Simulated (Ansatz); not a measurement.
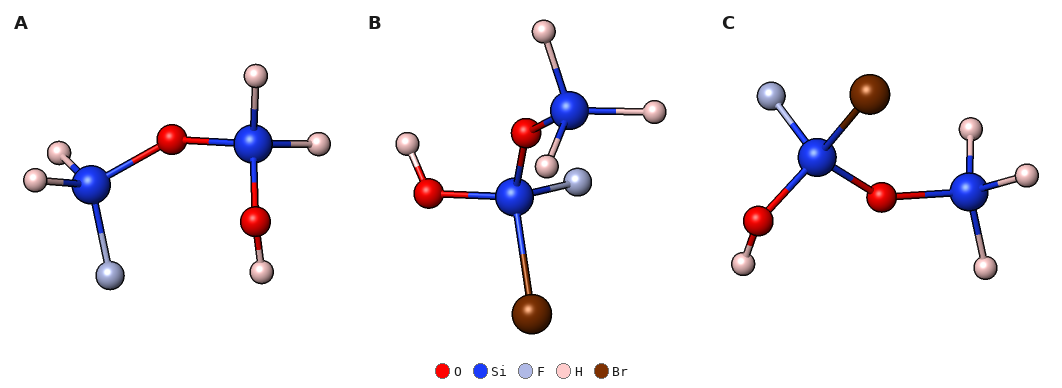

```sh
ansatz run in.yaml --threads 2 --pin off --events-out ev --progress --plain --max-ram 32768MiB --backend cuda --devices 0, --max-vram 18GiB
```

```yaml
crystal:
  periodic: [false, false, false]
  atoms:
    - {symbol: O, position_ang: [-2.062061, -1.088116, 0.974114]}
    - {symbol: Si, position_ang: [-0.811207, -1.010155, -0.043763]}
    - {symbol: F, position_ang: [-1.287423, -1.291837, -1.526667]}
    - {symbol: Br, position_ang: [0.591257, -2.593846, 0.514504]}
    - {symbol: O, position_ang: [-0.110542, 0.434451, -0.019066]}
    - {symbol: Si, position_ang: [1.290830, 1.284353, -0.188012]}
    - {symbol: H, position_ang: [-2.685581, -0.359768, 0.991429]}
    - {symbol: H, position_ang: [0.959831, 2.714089, 0.013566]}
    - {symbol: H, position_ang: [2.269636, 0.836156, 0.831483]}
    - {symbol: H, position_ang: [1.845251, 1.074674, -1.547587]}
basis:
  gaussian: {orbitals: def2-TZVPP}
hamiltonian: {xc: {name: wB97M-V}}
output: {forces: true, orbitals: {seedname: orbitals}}
```

### Which panel shows the molecule in this file?

B. The file holds BrFH4O2Si2, `O[Si@](F)(Br)O[SiH3]`.
